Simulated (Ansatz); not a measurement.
# Run report: AlH$_{3}$BrCl, molecular dynamics (part 1 of 3)

- system: AlH$_{3}$BrCl
- method: RKS B3LYP-D4/def2-SVP (Ansatz 0.2.0)

It belongs to a series of runs on one base structure; here: dynamics from the highest image of the converged band. Figures and captions count atoms from 1; the log counts them from 0 in places.

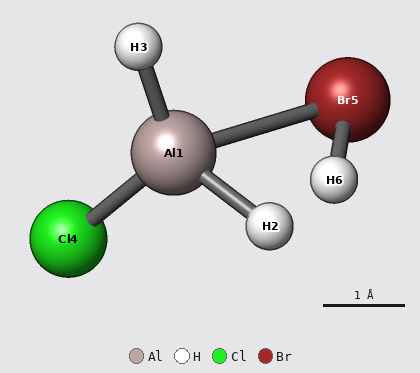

Fig. 1: The starting structure (ball-and-stick view, seen at a tilt; atoms are numbered from 1 in the order of the input). Sticks mark near contacts. Bond lengths as drawn: Al–Br 2.70 Å, Al–Cl 2.11 Å, Al–H 1.57 to 1.64 Å and Br–H 1.55 Å.

Input file:
```yaml
crystal:
  periodic: [false, false, false]
  atoms:
    - { symbol: Al, position_ang: [-0.077636, -0.102524, 0.032901] }
    - { symbol: H, position_ang: [-0.174421, 0.178129, 1.643666] }
    - { symbol: H, position_ang: [1.303528, 0.06383, -0.689756] }
    - { symbol: Cl, position_ang: [-1.913075, 0.114573, -0.988651] }
    - { symbol: Br, position_ang: [-0.052047, -2.575352, 1.104726] }
    - { symbol: H, position_ang: [-0.143649, -1.181354, 1.766814] }
basis:
  gaussian: { orbitals: def2-SVP }
hamiltonian:
  xc: b3lyp
  dispersion: d4
md:
  timestep: 0.5
  n_steps: 200
  ensemble: nve
  temperature: 300.0
  initial_velocities: maxwell_boltzmann
  seed: 8845
```

Command:
```bash
ansatz run input.yaml --threads 2 --pin off --max-ram 3072MiB --backend cpu --events-out ev --progress --plain --runs-dir out
```

Log:
```
Engine: ansatz 0.2.0, aarch64-unknown-linux-gnu
Functional definition: B3LYP
  parameter a0 = 0.2
  parameter ax = 0.72
  parameter ac = 0.81
  exchange = (1 - a0 - ax)*slater_x + ax*b88_x + a0*exact_x
  correlation = (1 - ac)*vwn_rpa_c + ac*lyp_c
841 factors; integrals over basis functions are off by at most 3.5e-4 eV
mean field evaluation 1: about -89202.9061 eV, gradient 1.5e1 eV
mean field evaluation 2: about -89203.1600 eV, gradient 1.2e1 eV
mean field evaluation 4: about -89203.5482 eV, gradient 2.7e-1 eV
mean field evaluation 8: about -89203.5547 eV, gradient 4.3e-2 eV
mean field -89203.55470315 eV, -3278.1701709998 hartree, gradient 2.8e-5 eV, S^2 0.000000; 0 other end points of the search recorded, 0 dependent functions left out
the calculation of the forces begins
reference -89203.55494529 eV, -3278.1701798982 hartree; 34, 34 occupied and 49, 49 virtual orbitals, 841 factors
md step     0: t =     0.00 fs  T =   300.0 K  F+E_penalty+E_count = -89203.77167462 eV  E_kin = 0.155112 eV  conserved = -89203.61656262 eV  (24 SCF iters)
these checks for a lower state are left out or cut short: starts, cluster_reference, orbital_swaps, neighbouring_geometries, increment
841 factors; integrals over basis functions are off by at most 3.6e-4 eV
mean field evaluation 16: about -89203.5480 eV, gradient 1.3e-3 eV
mean field -89203.55382199 eV, -3278.1701386178 hartree, gradient 7.3e-5 eV, S^2 0.000000; 0 other end points of the search recorded, 0 dependent functions left out
the calculation of the forces begins
reference -89203.55406397 eV, -3278.1701475104 hartree; 34, 34 occupied and 49, 49 virtual orbitals, 841 factors
md step     1: t =     0.50 fs  T =   298.5 K  F+E_penalty+E_count = -89203.77091574 eV  E_kin = 0.154359 eV  conserved = -89203.61655643 eV  (24 SCF iters, 3 dispersion substeps)
[... from here on the SCF iterations and repeated set-up lines of each step are left out, up to the last step ...]
md step     2: t =     1.00 fs  T =   294.3 K  F+E_penalty+E_count = -89203.76868665 eV  E_kin = 0.152145 eV  conserved = -89203.61654152 eV  (24 SCF iters, 3 dispersion substeps)
md step     3: t =     1.50 fs  T =   287.6 K  F+E_penalty+E_count = -89203.76522025 eV  E_kin = 0.148701 eV  conserved = -89203.61651886 eV  (24 SCF iters, 3 dispersion substeps)
md step     4: t =     2.00 fs  T =   279.2 K  F+E_penalty+E_count = -89203.76086800 eV  E_kin = 0.144377 eV  conserved = -89203.61649123 eV  (23 SCF iters, 3 dispersion substeps)
md step     5: t =     2.50 fs  T =   270.0 K  F+E_penalty+E_count = -89203.75605828 eV  E_kin = 0.139596 eV  conserved = -89203.61646214 eV  (23 SCF iters, 3 dispersion substeps)
md step     6: t =     3.00 fs  T =   260.7 K  F+E_penalty+E_count = -89203.75124230 eV  E_kin = 0.134807 eV  conserved = -89203.61643523 eV  (23 SCF iters, 3 dispersion substeps)
md step     7: t =     3.50 fs  T =   252.2 K  F+E_penalty+E_count = -89203.74683518 eV  E_kin = 0.130421 eV  conserved = -89203.61641436 eV  (23 SCF iters, 3 dispersion substeps)
md step     8: t =     4.00 fs  T =   245.2 K  F+E_penalty+E_count = -89203.74315989 eV  E_kin = 0.126758 eV  conserved = -89203.61640198 eV  (22 SCF iters, 3 dispersion substeps)
md step     9: t =     4.50 fs  T =   239.8 K  F+E_penalty+E_count = -89203.74040674 eV  E_kin = 0.124007 eV  conserved = -89203.61639935 eV  (22 SCF iters, 3 dispersion substeps)
md step    10: t =     5.00 fs  T =   236.4 K  F+E_penalty+E_count = -89203.73861359 eV  E_kin = 0.122208 eV  conserved = -89203.61640604 eV  (22 SCF iters, 3 dispersion substeps)
md step    11: t =     5.50 fs  T =   234.5 K  F+E_penalty+E_count = -89203.73767196 eV  E_kin = 0.121252 eV  conserved = -89203.61642022 eV  (22 SCF iters, 3 dispersion substeps)
md step    12: t =     6.00 fs  T =   233.9 K  F+E_penalty+E_count = -89203.73735657 eV  E_kin = 0.120918 eV  conserved = -89203.61643905 eV  (22 SCF iters, 3 dispersion substeps)
md step    13: t =     6.50 fs  T =   233.9 K  F+E_penalty+E_count = -89203.73737206 eV  E_kin = 0.120913 eV  conserved = -89203.61645859 eV  (22 SCF iters, 3 dispersion substeps)
md step    14: t =     7.00 fs  T =   233.9 K  F+E_penalty+E_count = -89203.73741015 eV  E_kin = 0.120935 eV  conserved = -89203.61647547 eV  (22 SCF iters, 3 dispersion substeps)
md step    15: t =     7.50 fs  T =   233.5 K  F+E_penalty+E_count = -89203.73720364 eV  E_kin = 0.120717 eV  conserved = -89203.61648671 eV  (22 SCF iters, 3 dispersion substeps)
md step    16: t =     8.00 fs  T =   232.2 K  F+E_penalty+E_count = -89203.73657200 eV  E_kin = 0.120081 eV  conserved = -89203.61649100 eV  (22 SCF iters, 3 dispersion substeps)
md step    17: t =     8.50 fs  T =   230.1 K  F+E_penalty+E_count = -89203.73544859 eV  E_kin = 0.118961 eV  conserved = -89203.61648752 eV  (22 SCF iters, 3 dispersion substeps)
md step    18: t =     9.00 fs  T =   227.1 K  F+E_penalty+E_count = -89203.73389104 eV  E_kin = 0.117414 eV  conserved = -89203.61647664 eV  (22 SCF iters, 3 dispersion substeps)
md step    19: t =     9.50 fs  T =   223.6 K  F+E_penalty+E_count = -89203.73207251 eV  E_kin = 0.115612 eV  conserved = -89203.61646012 eV  (22 SCF iters, 3 dispersion substeps)
md step    20: t =    10.00 fs  T =   220.1 K  F+E_penalty+E_count = -89203.73025606 eV  E_kin = 0.113816 eV  conserved = -89203.61644033 eV  (22 SCF iters, 3 dispersion substeps)
md step    21: t =    10.50 fs  T =   217.3 K  F+E_penalty+E_count = -89203.72875776 eV  E_kin = 0.112338 eV  conserved = -89203.61641991 eV  (25 SCF iters, 3 dispersion substeps)
md step    22: t =    11.00 fs  T =   215.7 K  F+E_penalty+E_count = -89203.72790327 eV  E_kin = 0.111502 eV  conserved = -89203.61640176 eV  (22 SCF iters, 3 dispersion substeps)
md step    23: t =    11.50 fs  T =   215.8 K  F+E_penalty+E_count = -89203.72798225 eV  E_kin = 0.111594 eV  conserved = -89203.61638848 eV  (22 SCF iters, 3 dispersion substeps)
md step    24: t =    12.00 fs  T =   218.2 K  F+E_penalty+E_count = -89203.72920685 eV  E_kin = 0.112825 eV  conserved = -89203.61638228 eV  (22 SCF iters, 3 dispersion substeps)
md step    25: t =    12.50 fs  T =   223.0 K  F+E_penalty+E_count = -89203.73167799 eV  E_kin = 0.115294 eV  conserved = -89203.61638434 eV  (22 SCF iters, 3 dispersion substeps)
md step    26: t =    13.00 fs  T =   230.1 K  F+E_penalty+E_count = -89203.73536529 eV  E_kin = 0.118970 eV  conserved = -89203.61639501 eV  (22 SCF iters, 3 dispersion substeps)
md step    27: t =    13.50 fs  T =   239.2 K  F+E_penalty+E_count = -89203.74010262 eV  E_kin = 0.123689 eV  conserved = -89203.61641343 eV  (21 SCF iters, 3 dispersion substeps)
md step    28: t =    14.00 fs  T =   249.8 K  F+E_penalty+E_count = -89203.74560256 eV  E_kin = 0.129165 eV  conserved = -89203.61643758 eV  (23 SCF iters, 3 dispersion substeps)
md step    29: t =    14.50 fs  T =   261.1 K  F+E_penalty+E_count = -89203.75148922 eV  E_kin = 0.135025 eV  conserved = -89203.61646429 eV  (23 SCF iters, 3 dispersion substeps)
md step    30: t =    15.00 fs  T =   272.4 K  F+E_penalty+E_count = -89203.75734786 eV  E_kin = 0.140858 eV  conserved = -89203.61648981 eV  (23 SCF iters, 3 dispersion substeps)
md step    31: t =    15.50 fs  T =   282.9 K  F+E_penalty+E_count = -89203.76278441 eV  E_kin = 0.146274 eV  conserved = -89203.61651016 eV  (23 SCF iters, 3 dispersion substeps)
md step    32: t =    16.00 fs  T =   292.0 K  F+E_penalty+E_count = -89203.76748709 eV  E_kin = 0.150965 eV  conserved = -89203.61652199 eV  (22 SCF iters, 3 dispersion substeps)
md step    33: t =    16.50 fs  T =   299.3 K  F+E_penalty+E_count = -89203.77127815 eV  E_kin = 0.154755 eV  conserved = -89203.61652327 eV  (22 SCF iters, 3 dispersion substeps)
md step    34: t =    17.00 fs  T =   304.9 K  F+E_penalty+E_count = -89203.77414439 eV  E_kin = 0.157631 eV  conserved = -89203.61651384 eV  (22 SCF iters, 3 dispersion substeps)
md step    35: t =    17.50 fs  T =   309.0 K  F+E_penalty+E_count = -89203.77623788 eV  E_kin = 0.159742 eV  conserved = -89203.61649609 eV  (22 SCF iters, 3 dispersion substeps)
md step    36: t =    18.00 fs  T =   312.1 K  F+E_penalty+E_count = -89203.77784195 eV  E_kin = 0.161368 eV  conserved = -89203.61647377 eV  (22 SCF iters, 3 dispersion substeps)
md step    37: t =    18.50 fs  T =   315.0 K  F+E_penalty+E_count = -89203.77931012 eV  E_kin = 0.162859 eV  conserved = -89203.61645137 eV  (22 SCF iters, 3 dispersion substeps)
md step    38: t =    19.00 fs  T =   318.3 K  F+E_penalty+E_count = -89203.78099135 eV  E_kin = 0.164557 eV  conserved = -89203.61643419 eV  (22 SCF iters, 3 dispersion substeps)
md step    39: t =    19.50 fs  T =   322.5 K  F+E_penalty+E_count = -89203.78315587 eV  E_kin = 0.166731 eV  conserved = -89203.61642533 eV  (22 SCF iters, 3 dispersion substeps)
md step    40: t =    20.00 fs  T =   327.9 K  F+E_penalty+E_count = -89203.78594536 eV  E_kin = 0.169519 eV  conserved = -89203.61642595 eV  (22 SCF iters, 3 dispersion substeps)
md step    41: t =    20.50 fs  T =   334.4 K  F+E_penalty+E_count = -89203.78935549 eV  E_kin = 0.172920 eV  conserved = -89203.61643511 eV  (23 SCF iters, 3 dispersion substeps)
md step    42: t =    21.00 fs  T =   342.0 K  F+E_penalty+E_count = -89203.79325269 eV  E_kin = 0.176803 eV  conserved = -89203.61644949 eV  (23 SCF iters, 3 dispersion substeps)
md step    43: t =    21.50 fs  T =   350.0 K  F+E_penalty+E_count = -89203.79742044 eV  E_kin = 0.180955 eV  conserved = -89203.61646564 eV  (23 SCF iters, 3 dispersion substeps)
md step    44: t =    22.00 fs  T =   358.1 K  F+E_penalty+E_count = -89203.80161663 eV  E_kin = 0.185137 eV  conserved = -89203.61648007 eV  (25 SCF iters, 3 dispersion substeps)
md step    45: t =    22.50 fs  T =   365.8 K  F+E_penalty+E_count = -89203.80562996 eV  E_kin = 0.189140 eV  conserved = -89203.61648991 eV  (23 SCF iters, 3 dispersion substeps)
md step    46: t =    23.00 fs  T =   372.9 K  F+E_penalty+E_count = -89203.80932267 eV  E_kin = 0.192829 eV  conserved = -89203.61649376 eV  (23 SCF iters, 3 dispersion substeps)
md step    47: t =    23.50 fs  T =   379.4 K  F+E_penalty+E_count = -89203.81265164 eV  E_kin = 0.196160 eV  conserved = -89203.61649137 eV  (23 SCF iters, 3 dispersion substeps)
md step    48: t =    24.00 fs  T =   385.2 K  F+E_penalty+E_count = -89203.81566871 eV  E_kin = 0.199184 eV  conserved = -89203.61648455 eV  (23 SCF iters, 3 dispersion substeps)
md step    49: t =    24.50 fs  T =   390.7 K  F+E_penalty+E_count = -89203.81849921 eV  E_kin = 0.202024 eV  conserved = -89203.61647506 eV  (23 SCF iters, 3 dispersion substeps)
md step    50: t =    25.00 fs  T =   396.2 K  F+E_penalty+E_count = -89203.82131058 eV  E_kin = 0.204846 eV  conserved = -89203.61646503 eV  (23 SCF iters, 3 dispersion substeps)
md step    51: t =    25.50 fs  T =   401.9 K  F+E_penalty+E_count = -89203.82427536 eV  E_kin = 0.207819 eV  conserved = -89203.61645675 eV  (22 SCF iters, 3 dispersion substeps)
md step    52: t =    26.00 fs  T =   408.3 K  F+E_penalty+E_count = -89203.82753620 eV  E_kin = 0.211085 eV  conserved = -89203.61645168 eV  (23 SCF iters, 3 dispersion substeps)
md step    53: t =    26.50 fs  T =   415.3 K  F+E_penalty+E_count = -89203.83118131 eV  E_kin = 0.214731 eV  conserved = -89203.61645048 eV  (23 SCF iters, 3 dispersion substeps)
md step    54: t =    27.00 fs  T =   423.1 K  F+E_penalty+E_count = -89203.83523401 eV  E_kin = 0.218781 eV  conserved = -89203.61645265 eV  (23 SCF iters, 3 dispersion substeps)
md step    55: t =    27.50 fs  T =   431.7 K  F+E_penalty+E_count = -89203.83965939 eV  E_kin = 0.223202 eV  conserved = -89203.61645689 eV  (24 SCF iters, 3 dispersion substeps)
md step    56: t =    28.00 fs  T =   440.8 K  F+E_penalty+E_count = -89203.84438609 eV  E_kin = 0.227925 eV  conserved = -89203.61646101 eV  (24 SCF iters, 3 dispersion substeps)
md step    57: t =    28.50 fs  T =   450.4 K  F+E_penalty+E_count = -89203.84933934 eV  E_kin = 0.232877 eV  conserved = -89203.61646282 eV  (24 SCF iters, 3 dispersion substeps)
md step    58: t =    29.00 fs  T =   460.3 K  F+E_penalty+E_count = -89203.85447547 eV  E_kin = 0.238015 eV  conserved = -89203.61646077 eV  (24 SCF iters, 3 dispersion substeps)
md step    59: t =    29.50 fs  T =   470.7 K  F+E_penalty+E_count = -89203.85980658 eV  E_kin = 0.243352 eV  conserved = -89203.61645433 eV  (24 SCF iters, 3 dispersion substeps)
md step    60: t =    30.00 fs  T =   481.5 K  F+E_penalty+E_count = -89203.86540567 eV  E_kin = 0.248960 eV  conserved = -89203.61644554 eV  (24 SCF iters, 3 dispersion substeps)
md step    61: t =    30.50 fs  T =   493.1 K  F+E_penalty+E_count = -89203.87138106 eV  E_kin = 0.254944 eV  conserved = -89203.61643753 eV  (24 SCF iters, 3 dispersion substeps)
md step    62: t =    31.00 fs  T =   505.6 K  F+E_penalty+E_count = -89203.87782687 eV  E_kin = 0.261392 eV  conserved = -89203.61643507 eV  (23 SCF iters, 3 dispersion substeps)
md step    63: t =    31.50 fs  T =   518.9 K  F+E_penalty+E_count = -89203.88475724 eV  E_kin = 0.268315 eV  conserved = -89203.61644192 eV  (24 SCF iters, 3 dispersion substeps)
md step    64: t =    32.00 fs  T =   533.0 K  F+E_penalty+E_count = -89203.89205015 eV  E_kin = 0.275590 eV  conserved = -89203.61645992 eV  (24 SCF iters, 3 dispersion substeps)
md step    65: t =    32.50 fs  T =   547.2 K  F+E_penalty+E_count = -89203.89942235 eV  E_kin = 0.282934 eV  conserved = -89203.61648809 eV  (24 SCF iters, 3 dispersion substeps)
md step    66: t =    33.00 fs  T =   560.7 K  F+E_penalty+E_count = -89203.90645027 eV  E_kin = 0.289929 eV  conserved = -89203.61652169 eV  (25 SCF iters, 3 dispersion substeps)
md step    67: t =    33.50 fs  T =   572.7 K  F+E_penalty+E_count = -89203.91264045 eV  E_kin = 0.296086 eV  conserved = -89203.61655412 eV  (24 SCF iters, 3 dispersion substeps)
md step    68: t =    34.00 fs  T =   582.1 K  F+E_penalty+E_count = -89203.91753018 eV  E_kin = 0.300952 eV  conserved = -89203.61657841 eV  (24 SCF iters, 3 dispersion substeps)
md step    69: t =    34.50 fs  T =   588.4 K  F+E_penalty+E_count = -89203.92079333 eV  E_kin = 0.304203 eV  conserved = -89203.61659041 eV  (24 SCF iters, 3 dispersion substeps)
md step    70: t =    35.00 fs  T =   591.3 K  F+E_penalty+E_count = -89203.92231422 eV  E_kin = 0.305729 eV  conserved = -89203.61658496 eV  (24 SCF iters, 3 dispersion substeps)
md step    71: t =    35.50 fs  T =   591.2 K  F+E_penalty+E_count = -89203.92222985 eV  E_kin = 0.305664 eV  conserved = -89203.61656588 eV  (24 SCF iters, 3 dispersion substeps)
md step    72: t =    36.00 fs  T =   588.7 K  F+E_penalty+E_count = -89203.92089983 eV  E_kin = 0.304363 eV  conserved = -89203.61653642 eV  (24 SCF iters, 3 dispersion substeps)
md step    73: t =    36.50 fs  T =   584.8 K  F+E_penalty+E_count = -89203.91884359 eV  E_kin = 0.302341 eV  conserved = -89203.61650275 eV  (23 SCF iters, 3 dispersion substeps)
md step    74: t =    37.00 fs  T =   580.6 K  F+E_penalty+E_count = -89203.91664195 eV  E_kin = 0.300171 eV  conserved = -89203.61647107 eV  (24 SCF iters, 3 dispersion substeps)
md step    75: t =    37.50 fs  T =   577.1 K  F+E_penalty+E_count = -89203.91483289 eV  E_kin = 0.298385 eV  conserved = -89203.61644766 eV  (24 SCF iters, 3 dispersion substeps)
md step    76: t =    38.00 fs  T =   575.2 K  F+E_penalty+E_count = -89203.91381622 eV  E_kin = 0.297380 eV  conserved = -89203.61643636 eV  (36 SCF iters, 3 dispersion substeps)
md step    77: t =    38.50 fs  T =   575.1 K  F+E_penalty+E_count = -89203.91378801 eV  E_kin = 0.297349 eV  conserved = -89203.61643897 eV  (36 SCF iters, 3 dispersion substeps)
md step    78: t =    39.00 fs  T =   576.9 K  F+E_penalty+E_count = -89203.91471066 eV  E_kin = 0.298256 eV  conserved = -89203.61645491 eV  (36 SCF iters, 3 dispersion substeps)
md step    79: t =    39.50 fs  T =   579.9 K  F+E_penalty+E_count = -89203.91632256 eV  E_kin = 0.299841 eV  conserved = -89203.61648121 eV  (36 SCF iters, 3 dispersion substeps)
md step    80: t =    40.00 fs  T =   583.5 K  F+E_penalty+E_count = -89203.91818446 eV  E_kin = 0.301671 eV  conserved = -89203.61651327 eV  (33 SCF iters, 3 dispersion substeps)
md step    81: t =    40.50 fs  T =   586.4 K  F+E_penalty+E_count = -89203.91975301 eV  E_kin = 0.303208 eV  conserved = -89203.61654526 eV  (33 SCF iters, 3 dispersion substeps)
md step    82: t =    41.00 fs  T =   587.8 K  F+E_penalty+E_count = -89203.92047204 eV  E_kin = 0.303900 eV  conserved = -89203.61657195 eV  (33 SCF iters, 3 dispersion substeps)
md step    83: t =    41.50 fs  T =   586.6 K  F+E_penalty+E_count = -89203.91986401 eV  E_kin = 0.303276 eV  conserved = -89203.61658776 eV  (32 SCF iters, 3 dispersion substeps)
md step    84: t =    42.00 fs  T =   582.2 K  F+E_penalty+E_count = -89203.91761415 eV  E_kin = 0.301024 eV  conserved = -89203.61659005 eV  (47 SCF iters, 3 dispersion substeps)
md step    85: t =    42.50 fs  T =   574.5 K  F+E_penalty+E_count = -89203.91362304 eV  E_kin = 0.297046 eV  conserved = -89203.61657728 eV  (32 SCF iters, 3 dispersion substeps)
md step    86: t =    43.00 fs  T =   563.7 K  F+E_penalty+E_count = -89203.90802529 eV  E_kin = 0.291473 eV  conserved = -89203.61655199 eV  (32 SCF iters, 3 dispersion substeps)
md step    87: t =    43.50 fs  T =   550.5 K  F+E_penalty+E_count = -89203.90115831 eV  E_kin = 0.284639 eV  conserved = -89203.61651883 eV  (33 SCF iters, 3 dispersion substeps)
md step    88: t =    44.00 fs  T =   535.8 K  F+E_penalty+E_count = -89203.89349095 eV  E_kin = 0.277007 eV  conserved = -89203.61648416 eV  (32 SCF iters, 3 dispersion substeps)
md step    89: t =    44.50 fs  T =   520.4 K  F+E_penalty+E_count = -89203.88552541 eV  E_kin = 0.269070 eV  conserved = -89203.61645499 eV  (33 SCF iters, 3 dispersion substeps)
md step    90: t =    45.00 fs  T =   505.3 K  F+E_penalty+E_count = -89203.87769540 eV  E_kin = 0.261259 eV  conserved = -89203.61643605 eV  (32 SCF iters, 3 dispersion substeps)
md step    91: t =    45.50 fs  T =   491.0 K  F+E_penalty+E_count = -89203.87029086 eV  E_kin = 0.253862 eV  conserved = -89203.61642931 eV  (32 SCF iters, 3 dispersion substeps)
md step    92: t =    46.00 fs  T =   477.7 K  F+E_penalty+E_count = -89203.86342596 eV  E_kin = 0.246993 eV  conserved = -89203.61643341 eV  (33 SCF iters, 3 dispersion substeps)
md step    93: t =    46.50 fs  T =   465.4 K  F+E_penalty+E_count = -89203.85705678 eV  E_kin = 0.240612 eV  conserved = -89203.61644474 eV  (32 SCF iters, 3 dispersion substeps)
md step    94: t =    47.00 fs  T =   453.7 K  F+E_penalty+E_count = -89203.85103586 eV  E_kin = 0.234578 eV  conserved = -89203.61645834 eV  (32 SCF iters, 3 dispersion substeps)
md step    95: t =    47.50 fs  T =   442.4 K  F+E_penalty+E_count = -89203.84518447 eV  E_kin = 0.228714 eV  conserved = -89203.61647005 eV  (32 SCF iters, 3 dispersion substeps)
md step    96: t =    48.00 fs  T =   431.1 K  F+E_penalty+E_count = -89203.83935624 eV  E_kin = 0.222880 eV  conserved = -89203.61647662 eV  (33 SCF iters, 3 dispersion substeps)
md step    97: t =    48.50 fs  T =   419.7 K  F+E_penalty+E_count = -89203.83348013 eV  E_kin = 0.217002 eV  conserved = -89203.61647767 eV  (32 SCF iters, 3 dispersion substeps)
md step    98: t =    49.00 fs  T =   408.3 K  F+E_penalty+E_count = -89203.82757086 eV  E_kin = 0.211097 eV  conserved = -89203.61647383 eV  (32 SCF iters, 3 dispersion substeps)
md step    99: t =    49.50 fs  T =   397.0 K  F+E_penalty+E_count = -89203.82171646 eV  E_kin = 0.205250 eV  conserved = -89203.61646693 eV  (32 SCF iters, 3 dispersion substeps)
md step   100: t =    50.00 fs  T =   386.0 K  F+E_penalty+E_count = -89203.81604879 eV  E_kin = 0.199590 eV  conserved = -89203.61645909 eV  (32 SCF iters, 3 dispersion substeps)
md step   101: t =    50.50 fs  T =   375.7 K  F+E_penalty+E_count = -89203.81070912 eV  E_kin = 0.194257 eV  conserved = -89203.61645223 eV  (32 SCF iters, 3 dispersion substeps)
md step   102: t =    51.00 fs  T =   366.3 K  F+E_penalty+E_count = -89203.80581678 eV  E_kin = 0.189369 eV  conserved = -89203.61644775 eV  (22 SCF iters, 3 dispersion substeps)
```
